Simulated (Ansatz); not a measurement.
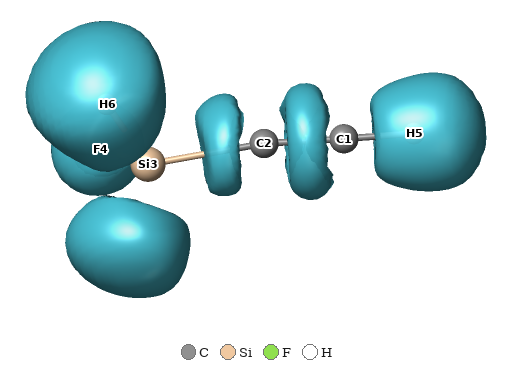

Figure. C2H2FSi (doublet). Isosurface of the electron localisation function at 0.8 (cyan), seen from one side. Core shells and regions of very low density are left out.

Computed with Ansatz 0.2.0, UKS PBE-D4/def2-SVP.

Input file:

```
crystal:
  periodic: [false, false, false]
  atoms:
    - { symbol: C, position_ang: [0.1611, -0.7167, -1.6032] }
    - { symbol: C, position_ang: [0.1984, -0.2238, -0.5061] }
    - { symbol: Si, position_ang: [0.3036, 0.4798, 1.2092] }
    - { symbol: F, position_ang: [-0.4787, -0.4111, 2.2057] }
    - { symbol: H, position_ang: [-0.42801, 0.30288, -1.22605] }
    - { symbol: H, position_ang: [-0.1708, 1.8895, 1.2641] }
magnetization:
  spin_polarized: true
  initial_magnetization: 1
basis:
  gaussian: { orbitals: def2-SVP }
hamiltonian:
  xc: pbe
  dispersion: d4
relax:
  f_tol: 0.02
  max_steps: 50
output:
  orbitals: {}
```

Command:

```sh
ansatz run input.yaml --threads 2 --pin off --max-ram 3072MiB --backend cpu --events-out ev --progress --plain --runs-dir out
```

The fields are those of the run's last geometry, not of the input's.

Question: Where are the electrons localised?

Answer: The ELF exceeds this value in one region between bonded C–C atoms (shared pairs), one region between bonded C–Si atoms (shared pairs), two regions around hydrogen nuclei, one lobe on Si, pointing away from the bonds (non-bonding electrons) and one region wrapped around F (its lone pairs, merged into a ring or cap).

Values along the shortest contacts:
C–C (1.23 Å): the ELF peaks at about 0.85 between the atoms; a multiple bond. Si–F (1.64 Å): the ELF peaks at about 0.85 in the valence shell of F, 0.6 Å from its nucleus, and is about 0.45 at the midpoint.
